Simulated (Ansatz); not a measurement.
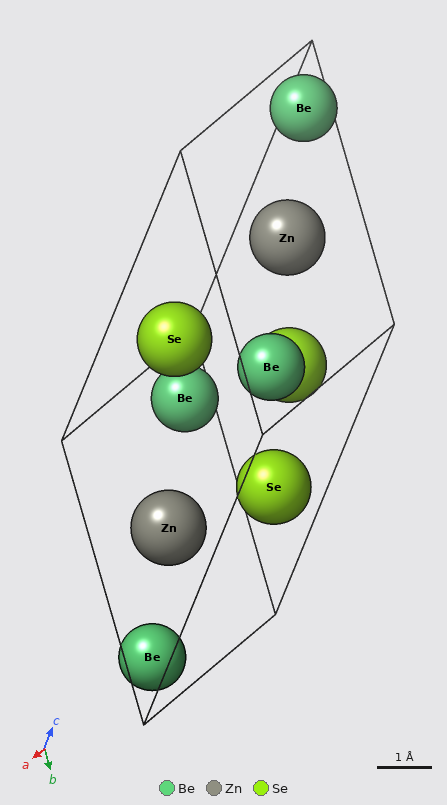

The image is a spheres-only drawing of a crystal, viewed slightly off an axis. The wireframe shows the simulation cell.

Input deck:
```yaml
crystal:
  lattice:
    - [-1.8871845406, 1.8871845406, 8.1287059405]
    - [1.8871845406, -1.8871845406, 8.1287059405]
    - [1.8871845406, 1.8871845406, -8.1287059405]
  atoms:
    - { symbol: Be, position: [0.827998996, 0.827998996, 0.0] }
    - { symbol: Be, position: [0.172001004, 0.172001004, 0.0] }
    - { symbol: Zn, position: [0.5, 0.5, 0.0] }
    - { symbol: Se, position: [0.4045472051, 0.9045472051, 0.5] }
    - { symbol: Se, position: [0.0954527949, 0.5954527949, 0.5] }
    - { symbol: Se, position: [0.75, 0.25, 0.5] }
basis:
  ecutwfc: 500
kpoints:
  mp_grid: { grid: [8, 8, 8] }
  band_path:
    path:
      - [[0.0, 0.0, 0.0], [0.0, 0.0, 0.5], [0.25, 0.25, 0.25], [0.0, 0.5, 0.0], [0.0, 0.0, 0.0], [0.5, 0.5, -0.5], [0.26347491, 0.73652509, -0.26347491]]
      - [[-0.26347491, 0.26347491, 0.26347491], [0.0, 0.0, 0.0]]
      - [[0.0, 0.0, 0.5], [-0.02694982, 0.02694982, 0.5]]
      - [[0.5, 0.5, -0.02694982], [0.5, 0.5, -0.5]]
    npoints: 14
hamiltonian:
  xc: r2scan
scf:
  occupations: { method: gaussian, width: 0.02 }
  n_extra_bands: 15
output:
  forces: true
  stress: true
  eigenvalues: true
  populations: true
  dos: { projected: true, de: 0.02, nscf_kmesh: { grid: [12, 12, 12] } }
  bader: true
  write_density: true
  write_potential: true
  elf: true
  volumetric_format: npy
```
Run as:
```sh
ansatz run input.yaml --threads 1 --pin off --max-ram 2560MiB --backend cpu --events-out ev --progress --plain --runs-dir out
```

Setup: DFT r2SCAN, scalar-relativistic, plane waves, PAW in Ansatz; a cutoff energy of 500 eV, an 8×8×8 mesh of k-points, Gaussian smearing of 0.02 eV, no spin polarisation.

> What net charge does each kind of atom have (Bader)?

Be +1.64 e; Zn +0.82 e; Se -1.63 to -1.23 e. The transfer is large, as in an ionic solid.

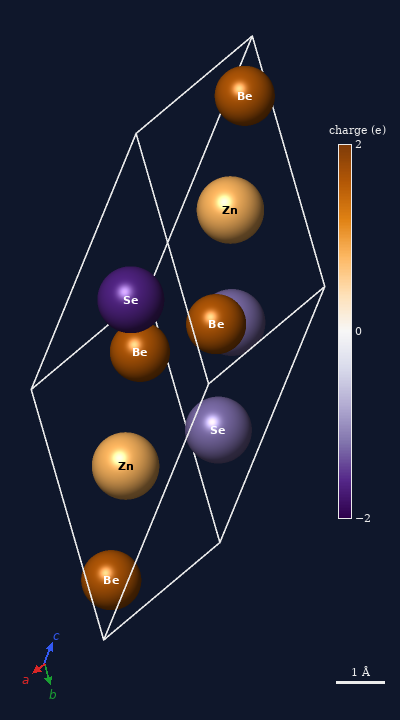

The atoms coloured by those charges.

Provenance: a structure type filled with these elements by a generator (whether the compound takes this form wasn't checked). Earlier steps of the study, as a rule a relaxation of our own, may have changed the cell and positions, so they can lie some per cent off the listed ones. A calculation with Ansatz used it as input.
